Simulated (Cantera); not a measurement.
Input: 1 mol Si, 21 mol HCl, 0.81 mol H2, held at 13.3 mbar.

Cantera equilibrium calculation (NASA polynomials, part measured and part estimated; ideal gas, pure solids and liquids). Candidate condensed phases: Si; 19 gas species. The tables' values for SiCl3 are old estimates; treat these amounts as uncertain. Kinetics and transport are ignored.

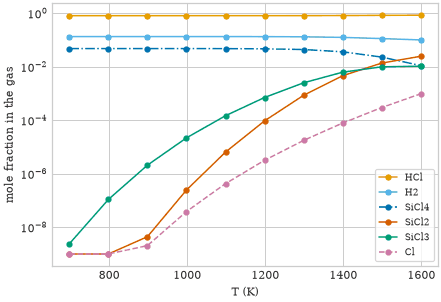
Fig. 1. Equilibrium gas composition (values under 1e-9 drawn at 1e-9)

**Question.** Read off the mole fractions at 1598 K.

**Answer.** HCl about 0.85, H2 about 0.10, SiCl2 about 0.025, SiCl4 about 0.011, SiCl3 about 0.011, Cl about 0.00098.
